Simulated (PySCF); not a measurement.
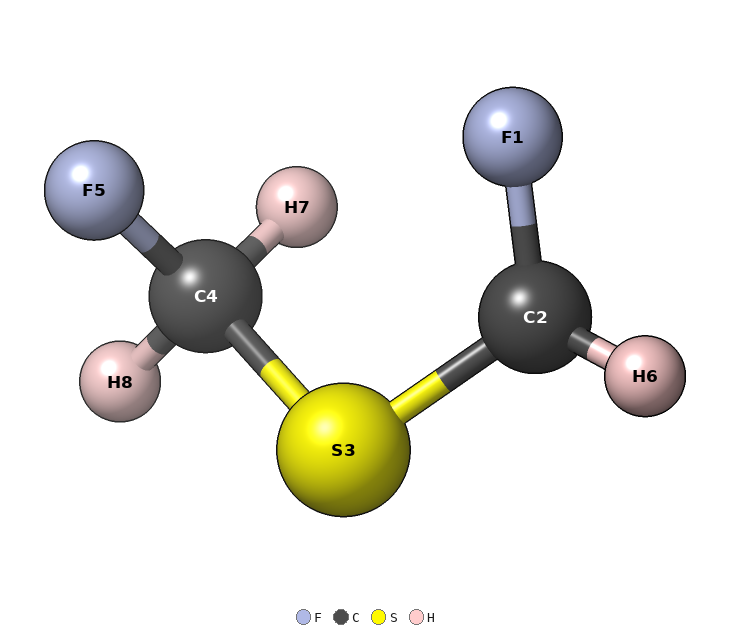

Charge 0, doublet. The computed structure is the end point of a GFN2-xTB optimisation. No frequency run is at hand to confirm it as a minimum. Computed with UKS B3LYP, pcH-1 on C F H S, non-relativistic (PySCF 2.14.0). Fermi-contact and spin-dipolar terms alone, no spin-orbit part.

### Which nucleus has the largest dipolar (anisotropic) hyperfine coupling?

19F at F1: principal values −247.6, −216.1, 463.6 MHz.

List the isotropic and dipolar parts for the most strongly coupled nuclei, one of each equivalent set.

```csv
atom,isotope,a_iso (MHz),dipolar part (MHz)
F1,19F,232.0,"−247.6, −216.1, 463.6"
C2,13C,267.9,"−73.6, −69.8, 143.4"
S3,33S,2.6,"−20.4, −16.2, 36.6"
H6,1H,−26.5,"−31.1, −4.5, 35.6"
F5,19F,38.5,"−4.2, −2.7, 6.9"
H7,1H,1.5,"−4.8, −2.0, 6.8"
C4,13C,10.1,"−3.1, −2.6, 5.7"
H8,1H,2.7,"−2.4, −1.8, 4.1"
```
